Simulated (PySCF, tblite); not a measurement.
# C6H9FOSi: geometry, infrared bands and NMR shifts

What infrared bands and NMR shifts should C6H9FOSi (`C=C(C)[SiH2]/C(F)=C\C=O`) show?

The runs use tblite 0.8.0 and PySCF 2.14.0, with density-fitted response routines of our own; the level of theory stands in each step. All values are computed, except where a source is named. Atoms count from 0, in the outputs and in this text.

## Step 1: The molecule as given

18 atoms, charge 0, multiplicity 1; geometry from: force field or distance geometry start.

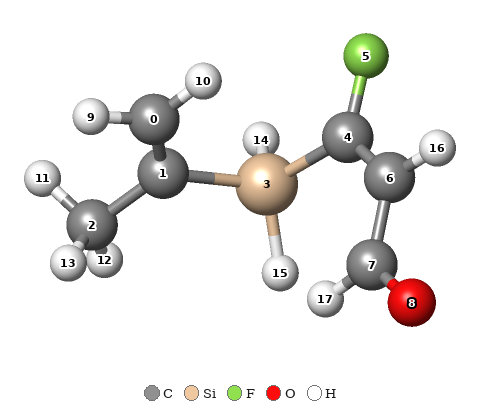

The starting geometry (carbon grey, silicon light orange, fluorine green, oxygen red, hydrogen white), atoms numbered; sticks join atoms by distance.

## Step 2: Geometry optimisation with GFN2-xTB

Job settings and geometry (Å):

```
{"job": {"kind": "relax", "xc": "GFN2-xTB", "basis": "xTB"}, "charge": 0, "multiplicity": 1}
C     -1.492600     0.692400    -1.431600
C     -1.354100     0.020300    -0.292900
C     -2.347500     0.180900     0.825000
Si     0.108800    -1.114700    -0.095900
C      1.387900    -0.814200    -1.358600
F      1.309600    -1.489600    -2.547000
C      2.388400     0.045400    -1.201700
C      2.513600     0.794300     0.053500
O      3.461600     1.594800     0.202500
H     -2.379600     1.339400    -1.469900
H     -0.803400     0.604200    -2.257400
H     -3.340200    -0.036600     0.337500
H     -2.222500    -0.552100     1.650200
H     -2.384600     1.229500     1.154800
H     -0.423500    -2.469700    -0.278800
H      0.617500    -0.916200     1.267300
H      3.138300     0.211900    -1.972300
H      1.813600     0.686300     0.874100
```

On the command line:

```bash
> OMP_NUM_THREADS=1 python probes_run.py task.json out
```

This one command runs all jobs of the session in turn.

What it wrote:

```text
step      E/eV     max force
  0    -757.86233    3.777
  1    -758.02723    4.006
  2    -758.13829    0.794
  3    -758.18372    0.787
  4    -758.25806    0.528
  5    -758.27736    0.412
  6    -758.30205    0.306
  7    -758.31667    0.345
  8    -758.32974    0.276
  9    -758.33867    0.222
 10    -758.34611    0.196
 11    -758.35115    0.181
 12    -758.35468    0.136
 13    -758.35737    0.131
 14    -758.35981    0.110
 15    -758.36166    0.099
 16    -758.36313    0.103
 17    -758.36458    0.116
 18    -758.36620    0.100
 19    -758.36779    0.104
 20    -758.36908    0.086
 21    -758.37010    0.092
 22    -758.37099    0.094
 23    -758.37180    0.063
 24    -758.37244    0.065
 25    -758.37292    0.052
 26    -758.37333    0.059
 27    -758.37364    0.042
 28    -758.37383    0.033
 29    -758.37396    0.030
 30    -758.37407    0.030
 31    -758.37421    0.032
 32    -758.37435    0.030
 33    -758.37451    0.043
 34    -758.37472    0.046
 35    -758.37499    0.046
 36    -758.37526    0.043
 37    -758.37547    0.031
 38    -758.37563    0.030
 39    -758.37580    0.032
 40    -758.37603    0.048
 41    -758.37629    0.045
 42    -758.37653    0.042
 43    -758.37677    0.052
 44    -758.37710    0.050
 45    -758.37754    0.060
 46    -758.37807    0.061
 47    -758.37865    0.060
 48    -758.37939    0.083
 49    -758.38047    0.091
 50    -758.38189    0.101
 51    -758.38337    0.090
 52    -758.38470    0.090
 53    -758.38608    0.091
 54    -758.38787    0.115
 55    -758.38940    0.219
 56    -758.39036    0.198
 57    -758.39362    0.089
 58    -758.39514    0.085
 59    -758.39840    0.129
 60    -758.40022    0.107
 61    -758.40516    0.101
 62    -758.40755    0.117
 63    -758.40682    0.245
 64    -758.41065    0.120
 65    -758.41202    0.089
 66    -758.41477    0.080
 67    -758.41537    0.099
 68    -758.41688    0.130
 69    -758.41812    0.100
 70    -758.41995    0.068
 71    -758.42122    0.073
 72    -758.42216    0.064
 73    -758.42278    0.062
 74    -758.42321    0.061
 75    -758.42355    0.075
 76    -758.42392    0.040
 77    -758.42436    0.038
 78    -758.42464    0.044
 79    -758.42505    0.048
 80    -758.42551    0.055
 81    -758.42633    0.068
 82    -758.42748    0.078
 83    -758.42881    0.079
 84    -758.43026    0.099
 85    -758.43095    0.200
 86    -758.43259    0.095
 87    -758.43379    0.064
 88    -758.43566    0.065
 89    -758.43677    0.109
 90    -758.43801    0.102
 91    -758.43953    0.095
 92    -758.44092    0.069
 93    -758.44164    0.137
 94    -758.44342    0.084
 95    -758.44485    0.072
 96    -758.44674    0.131
 97    -758.44719    0.071
 98    -758.44769    0.052
 99    -758.44870    0.062
100    -758.44950    0.065
101    -758.45033    0.063
102    -758.45080    0.048
103    -758.45122    0.047
104    -758.45150    0.034
105    -758.45167    0.025
106    -758.45177    0.023
107    -758.45186    0.022
108    -758.45194    0.021
109    -758.45201    0.026
110    -758.45208    0.019
111    -758.45215    0.022
112    -758.45221    0.019
113    -758.45228    0.018
114    -758.45233    0.017
115    -758.45236    0.018
116    -758.45239    0.019
117    -758.45244    0.021
118    -758.45251    0.018
119    -758.45261    0.025
120    -758.45272    0.027
121    -758.45284    0.027
122    -758.45294    0.021
123    -758.45301    0.018
124    -758.45304    0.016
125    -758.45306    0.010
126    -758.45308    0.012
127    -758.45309    0.010
128    -758.45312    0.013
129    -758.45314    0.012
130    -758.45318    0.012
131    -758.45321    0.013
132    -758.45324    0.010
133    -758.45326    0.011
134    -758.45328    0.008
```

Wall time 1.8 s (1 thread of Arm Neoverse N1, shared host); peak memory 0.18 GiB.

The steps of the relaxation: (not every step is listed)

```csv
step,energy from step 0 (eV),largest force (eV/Å)
0,0.0000,3.7766
1,-0.1649,4.0059
2,-0.2760,0.7943
3,-0.3214,0.7868
4,-0.3957,0.5283
5,-0.4150,0.4124
6,-0.4397,0.3056
7,-0.4543,0.3448
8,-0.4674,0.2757
20,-0.5068,0.0860
32,-0.5120,0.0300
44,-0.5148,0.0505
56,-0.5280,0.1984
68,-0.5545,0.1298
80,-0.5632,0.0553
92,-0.5786,0.0686
104,-0.5892,0.0345
116,-0.5901,0.0193
128,-0.5908,0.0131
129,-0.5908,0.0124
130,-0.5908,0.0121
131,-0.5909,0.0125
132,-0.5909,0.0102
133,-0.5909,0.0110
134,-0.5909,0.0079
```

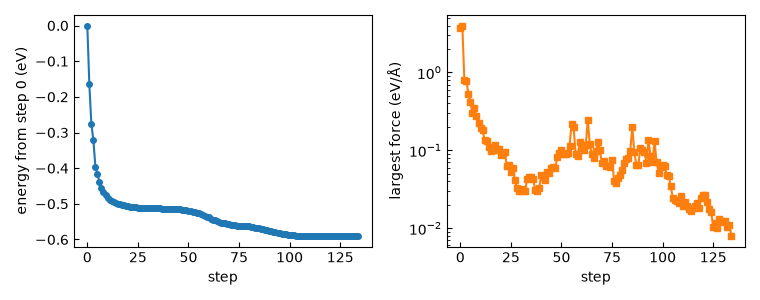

Energy and force, step by step.

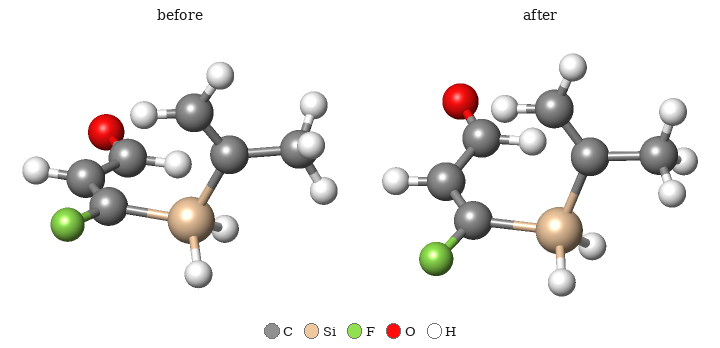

The geometry before (left) and after (right).

Distances of close pairs at the start and the end, largest changes first:

```csv
bond,before (Å),after (Å),change (Å)
Si3–C4,1.822,1.908,+0.085
C7–O8,1.250,1.204,-0.045
C2–H11,1.127,1.088,-0.039
C1–Si3,1.862,1.889,+0.027
C7–H17,1.084,1.110,+0.026
C2–H12,1.111,1.089,-0.022
C4–F5,1.369,1.348,-0.022
C0–H9,1.099,1.080,-0.019
```

The next job starts from the end point, and lists it.

## Step 3: Infrared spectrum with GFN2-xTB

Job settings and geometry (Å):

```
{"job": {"kind": "ir", "xc": "GFN2-xTB", "basis": "xTB"}, "charge": 0, "multiplicity": 1}
C     -1.219897     0.927653    -1.226481
C     -1.275351     0.054941    -0.226935
C     -2.414369     0.061099     0.748182
Si     0.032413    -1.278986     0.056728
C      1.486114    -1.014741    -1.150108
F      1.638004    -2.032147    -2.020645
C      2.343224     0.006527    -1.245439
C      2.264458     1.151611    -0.356812
O      2.987974     2.113717    -0.392860
H     -1.987767     1.671403    -1.378003
H     -0.406649     0.942367    -1.933250
H     -3.131670     0.844593     0.513785
H     -2.926579    -0.899519     0.736317
H     -2.041498     0.218819     1.758933
H     -0.491254    -2.613015    -0.250014
H      0.558394    -1.235919     1.426085
H      3.126228     0.015812    -1.993480
H      1.449464     1.072102     0.392823
```

What it wrote:

```text
mode    cm-1     km/mol
  1      28.7      0.18
  2      42.2      0.33
  3      82.4      4.10
  4     132.2      1.90
  5     132.9      6.85
  6     147.8      6.04
  7     231.7      0.66
  8     250.7      0.94
  9     277.9     11.21
 10     321.1      1.91
 11     375.8      3.83
 12     412.7      1.91
 13     436.5     27.76
 14     482.1     11.09
 15     527.7    103.35
 16     579.9      8.46
 17     640.6     17.11
 18     672.8     11.74
 19     683.5     10.03
 20     728.7    291.24
 21     778.3    212.50
 22     875.3     43.79
 23     915.9     23.38
 24     923.2      4.24
 25     964.1      6.57
 26    1012.6     16.46
 27    1040.0      0.58
 28    1105.3    203.34
 29    1142.8      5.41
 30    1214.5      5.44
 31    1241.5     30.56
 32    1370.9      6.52
 33    1400.4      4.14
 34    1422.2      1.55
 35    1478.6      8.87
 36    1486.9      4.00
 37    1627.6    151.99
 38    1674.4      5.76
 39    1746.0    397.10
 40    2231.3    300.10
 41    2257.4    209.46
 42    2730.2    147.82
 43    3008.9     25.99
 44    3023.0     23.30
 45    3031.6     25.56
 46    3062.9     13.12
 47    3076.8     30.54
 48    3109.2     31.65
```

Wall time 1.3 s (1 thread of Arm Neoverse N1, shared host); peak memory 0.18 GiB.

The strongest bands and the atoms that carry them (share of the mass-weighted mode):

```csv
cm⁻¹,km/mol,atoms
729,291.2,"Si3 28 %, H14 28 %, H15 26 %"
778,212.5,"H15 50 %, H14 46 %"
1105,203.3,"C4 36 %, H16 25 %, F5 16 %, C7 13 %"
1628,152.0,"C6 51 %, C4 45 %"
1746,397.1,"C7 59 %, O8 39 %"
2231,300.1,H15 93 %
2257,209.5,H14 93 %
2730,147.8,H17 94 %
```

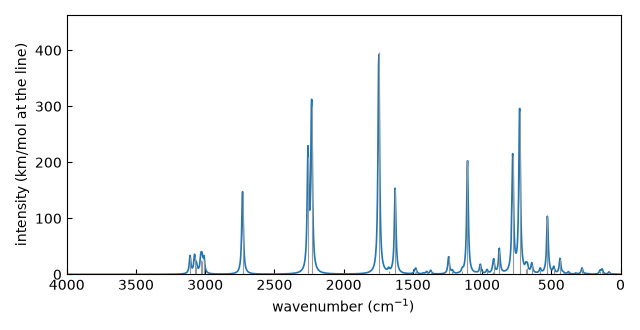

The infrared spectrum from these modes, unscaled. Lines are broadened to a width of 14 cm⁻¹ (Lorentzian).

## Step 4: Shielding tensors: PBE0/pcSseg-1

Same as in step 3 but for these lines:

```diff
@@ -1,2 +1,2 @@
-{"job": {"kind": "ir", "xc": "GFN2-xTB", "basis": "xTB"}, "charge": 0, "multiplicity": 1}
+{"job": {"kind": "nmr", "xc": "PBE0", "basis": "pcSseg-1"}, "charge": 0, "multiplicity": 1}
 C     -1.219897     0.927653    -1.226481
```

With the program's defaults for keys left out, this is: GIAO PBE0/pcSseg-1 NMR shielding, non-relativistic, gas phase.

What it wrote:

```text
coarse grid: 15896 points
cycle   1  E = -697.6780395376  dE =  1.179e+00  |g| = 9.087e-01  |ddm| = 3.875e+00
cycle   2  E = -697.0708096452  dE =  6.072e-01  |g| = 1.914e+00  |ddm| = 3.126e+00
cycle   3  E = -697.8380054101  dE = -7.672e-01  |g| = 2.305e-01  |ddm| = 2.589e+00
cycle   4  E = -697.8481444198  dE = -1.014e-02  |g| = 1.044e-01  |ddm| = 2.981e-01
cycle   5  E = -697.8500144412  dE = -1.870e-03  |g| = 2.750e-02  |ddm| = 8.947e-02
cycle   6  E = -697.8501461146  dE = -1.317e-04  |g| = 9.648e-03  |ddm| = 2.669e-02
cycle   7  E = -697.8501650100  dE = -1.890e-05  |g| = 2.736e-03  |ddm| = 1.016e-02
cycle   8  E = -697.8501662670  dE = -1.257e-06  |g| = 1.243e-03  |ddm| = 3.115e-03
final grid: 150336 points
cycle   9  E = -697.9199776774  dE = -2.555e-05  |g| = 1.251e-02  |ddm| = 2.808e-02
cycle  10  E = -697.9198956919  dE =  8.199e-05  |g| = 2.393e-02  |ddm| = 3.031e-02
cycle  11  E = -697.9200094889  dE = -1.138e-04  |g| = 2.785e-03  |ddm| = 2.212e-02
cycle  12  E = -697.9200111893  dE = -1.700e-06  |g| = 3.389e-04  |ddm| = 2.550e-03
cycle  13  E = -697.9200112043  dE = -1.496e-08  |g| = 1.788e-04  |ddm| = 4.067e-04
cycle  14  E = -697.9200112093  dE = -5.009e-09  |g| = 4.028e-05  |ddm| = 1.465e-04
cycle  15  E = -697.9200112096  dE = -3.333e-10  |g| = 1.440e-05  |ddm| = 5.085e-05
converged SCF energy = -697.9200112096

GIAO shielding tensors (ppm)
atom      isotropic    diamagn.    paramagn.     s11        s22        s33       span
  0 C       46.253     254.678    -208.425    -69.800     58.208    150.349    220.149
  1 C       40.051     264.753    -224.701    -72.306     17.586    174.874    247.180
  2 C      159.797     246.123     -86.326    145.582    147.380    186.429     40.847
  3 Si     403.253     882.585    -479.333    367.876    403.122    438.760     70.883
  4 C      -14.344     260.250    -274.594   -133.747     17.336     73.379    207.126
  5 F      227.665     474.061    -246.396     95.660    199.220    388.116    292.457
  6 C       52.341     257.443    -205.102    -46.825     72.975    130.873    177.698
  7 C       -6.518     255.119    -261.637    -98.850    -17.978     97.275    196.125
  8 O     -367.373     395.582    -762.956  -1054.207   -420.681    372.768   1426.975
  9 H       25.300      31.456      -6.155     22.260     24.981     28.661      6.401
 10 H       25.831      33.767      -7.935     23.065     24.583     29.846      6.782
 11 H       29.494      29.157       0.337     25.816     27.946     34.719      8.903
 12 H       29.633      28.157       1.476     25.634     28.343     34.922      9.289
 13 H       29.610      29.731      -0.121     25.690     28.331     34.809      9.119
 14 H       27.005      29.518      -2.514     23.666     26.060     31.288      7.622
 15 H       26.750      30.367      -3.618     23.708     25.512     31.029      7.321
 16 H       25.127      29.862      -4.735     22.017     24.410     28.952      6.935
 17 H       21.821      34.176     -12.355     19.571     21.360     24.532      4.962
```

Run time: 70 s. Hardware: 1 thread of Arm Neoverse N1, shared host; peak memory 0.92 GiB.

The references, computed at this level on geometries of the same kind, shield at (ppm): 1H TMS 31.72, 13C TMS 186.9, 29Si TMS 349.2, 19F CFCl3 170.9, 17O H2O 336.1. Their shielding less the atom's gives the shift. The references are single molecules in the gas phase, so shifts against H2O, NH3, PH3, H3PO4 or CFCl3 are not on the usual liquid scales and can be off by tens of ppm. Atoms listed in one row are averaged.

```csv
atoms,environment,σ (ppm),δ (ppm),δ scaled to CDCl3
C4,β carbon of a C=C–C=O unit,-14.3,201.3,194.5
C7,aldehyde carbonyl carbon,-6.5,193.4,186.9
C1,fully substituted alkene carbon,40.1,146.9,141.4
C0,terminal =CH2 carbon,46.3,140.7,135.4
C6,α carbon of a C=C–C=O unit,52.3,134.6,129.4
C2,allylic methyl carbon,159.8,27.1,24.6
H17,hydrogen on an aldehyde carbonyl carbon,21.82,9.90,9.44
H16,hydrogen on an α carbon of a C=C–C=O unit,25.13,6.59,6.32
H9,hydrogen on a terminal =CH2 carbon,25.30,6.42,6.15
H10,hydrogen on a terminal =CH2 carbon,25.83,5.89,5.65
"H14, H15",hydrogen on a silicon bonded to 2 C,26.88,4.84,–
"H11, H12, H13",hydrogen on an allylic methyl carbon,29.58,2.14,2.12
Si3,"silicon bonded to 2 C, 2 H",403.3,-54.1,–
F5,vinylic fluorine,227.7,-56.7,–
O8,aldehyde oxygen,-367.4,703.5,–
```

The scaled column applies a straight-line fit of computed shieldings to shifts measured in CDCl3, and one for carbons that bear F (root-mean-square error 0.16 ppm for H, 1.9 ppm for C).

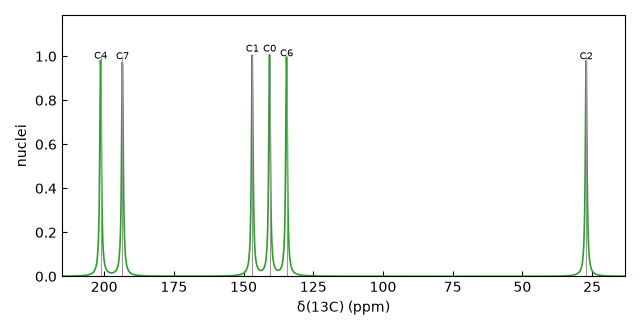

13C lines at the computed shifts, without couplings. Lines are broadened to a width of 0.70 ppm (Lorentzian).

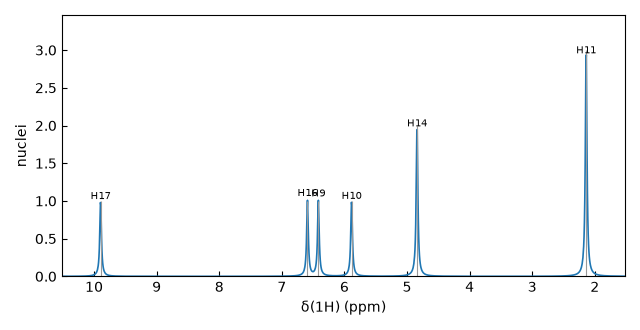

1H lines at the computed shifts, without couplings. Lines are broadened to a width of 0.03 ppm (Lorentzian).

The run also stored atomic charges by several schemes (e):

```csv
atoms,Mulliken,IAO,Hirshfeld,ESP fit
C0,-0.07,-0.29,-0.09,-0.54
C1,-0.63,-0.24,-0.08,0.15
C2,-0.18,-0.42,-0.12,-0.47
Si3,0.67,0.72,0.34,0.33
C4,0.02,0.07,0.03,0.12
F5,-0.27,-0.25,-0.07,-0.15
C6,-0.20,-0.24,-0.08,-0.39
C7,0.25,0.25,0.11,0.53
O8,-0.36,-0.39,-0.23,-0.47
```

Mulliken charges:

C0 -0.07; C1 -0.63; C2 -0.18; Si3 0.67; C4 0.02; F5 -0.27; C6 -0.20; C7 0.25; O8 -0.36; H9 0.12; H10 0.12; H11 0.12; H12 0.13; H13 0.13; H14 -0.05; H15 -0.04; H16 0.13; H17 0.09

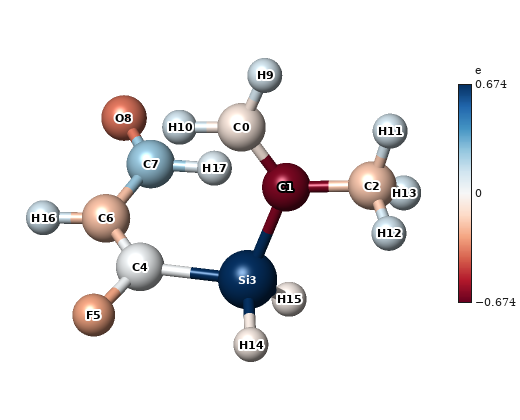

Mulliken charges, as colours on the atoms.

Mayer bond orders: C0–C1 1.97, C1–C2 1.04, C1–Si3 0.86, Si3–C4 0.84, C4–F5 0.89, C4–C6 1.69, C6–C7 1.06, C7–O8 1.94.

## Step 5: Outcome

```
                                                              quantity                                        value
                             strongest single infrared mode (GFN2-xTB)                        1746 cm⁻¹, 397 km/mol
                                          zero-point energy (GFN2-xTB)                                80.3 kcal/mol
                                13C shifts against TMS (PBE0/pcSseg-1)  201.3, 193.4, 146.9, 140.7, 134.6, 27.1 ppm
1H shifts against TMS (PBE0/pcSseg-1, means over atoms taken as alike)       9.90, 6.59, 6.42, 5.89, 4.84, 2.14 ppm
                               29Si shifts against TMS (PBE0/pcSseg-1)                                    -54.1 ppm
                              19F shifts against CFCl3 (PBE0/pcSseg-1)                                    -56.7 ppm
                                17O shifts against H2O (PBE0/pcSseg-1)                                    703.5 ppm
```

Relaxing lowered the energy by 0.591 eV in 134 steps; the close pair that moved most is Si3–C4, from 1.822 to 1.908 Å. No mode is imaginary among the 48: a minimum at this level. The strongest single mode, at 1746 cm⁻¹, moves mainly C7 and O8. Unscaled tight-binding wavenumbers are off by several per cent, some by more. Its intensities can rank the bands wrongly. H17 (hydrogen on an aldehyde carbonyl carbon) lies farthest downfield among hydrogen, at 9.90 ppm; deshielded by the polar, anisotropic C=O bond. At PBE0/pcSseg-1: The widest tensor belongs to O8: span 1427 ppm, with a paramagnetic part of -763 ppm.
